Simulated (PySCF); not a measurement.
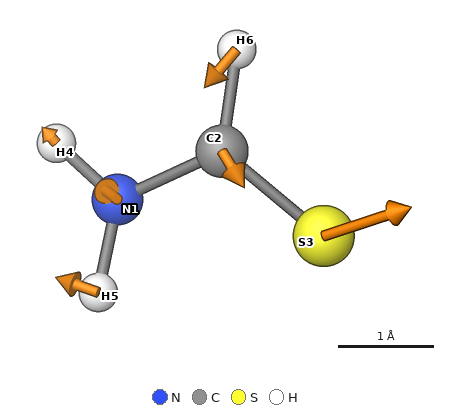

A relaxation of CH3NS. The starting structure is drawn; orange arrows show the displacements, magnified 20 times. The two geometries are superimposed by the best rigid fit.

A ball-and-stick model, seen at a tilt.

The start comes from GFN2-xTB. Its atoms were then displaced at random by about 0.01 Å.

Computed with PBE0-D3(BJ)/def2-TZVP geometry optimisation, gas phase (PySCF 2.14.0, density-fitted response routines). 

### Which element moves most?

Sulfur: up to 0.056 Å, against 0.028 Å for nitrogen.

### What happened in the run?

After 9 geometry steps the energy has fallen by 0.051 eV. S3 moves most after the best rigid fit: 0.056 Å. Largest moves by element: S 0.056 Å, N 0.028 Å, H 0.027 Å, C 0.025 Å. Near-neighbour distances that change, for instance: N1–C2 1.312 → 1.334 Å, N1–H4 1.019 → 1.005 Å, C2–S3 1.617 → 1.630 Å. Among the angles between lasting bonds that change: N1–C2–S3 122.4° → 126.0°, N1–C2–H6 116.1° → 112.7°. Cost: 51 s on 1 thread of Intel(R) Xeon(R) Platinum 8259CL CPU @ 2.50GHz (shared host).
